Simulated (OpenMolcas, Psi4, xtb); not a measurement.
**C2H6Cd (dimethylcadmium): the HOMO–LUMO gap, rung by rung**

C2H6Cd: 9 atoms, total charge 0, spin state singlet. SMILES: `[CH3][Cd][CH3]`. The coordinates come from a PBE0-D4/def2-TZVP relaxation.

Quantity: the HOMO–LUMO gap, in eV. The values are calculated.

```csv
level,kind,program,value (eV),CPU time
GFN1-xTB,semi-empirical,xtb,4.52,under 2 s
HF/def2-SVP (core potential),Hartree–Fock,OpenMolcas,11.53,8.3 s
SVWN5/def2-SVP (core potential),LDA,OpenMolcas,5.10,24 s
PBE/def2-SVP (core potential),GGA,OpenMolcas,5.06,36 s
r2SCAN/def2-SVP (core potential),meta-GGA,OpenMolcas,5.62,44 s
PBE0/def2-SVP (core potential),global hybrid,OpenMolcas,6.83,33 s
"wB97X-D/def2-SVP (density fitting, core potential)",range-separated hybrid,Psi4,10.14,5.3 s
B2PLYP/def2-SVP (core potential),double hybrid,OpenMolcas,8.46,22 s
```

The values span 4.52 to 11.53 eV. Orbital gaps aren't excitation energies, and those of double hybrids come from the SCF part alone; they tend to grow with the share of exact exchange. CPU times are rough (shared hosts, several kinds of processor and program).

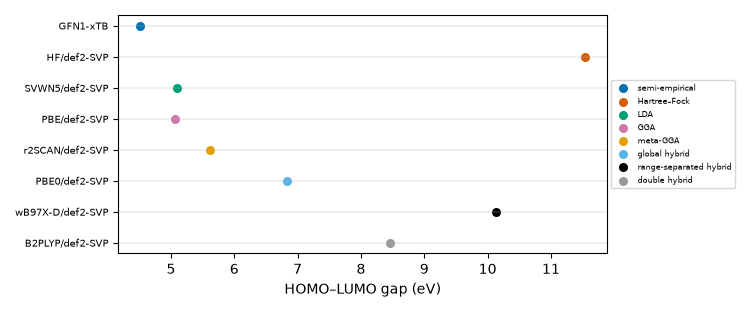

The values of the table, level by level.
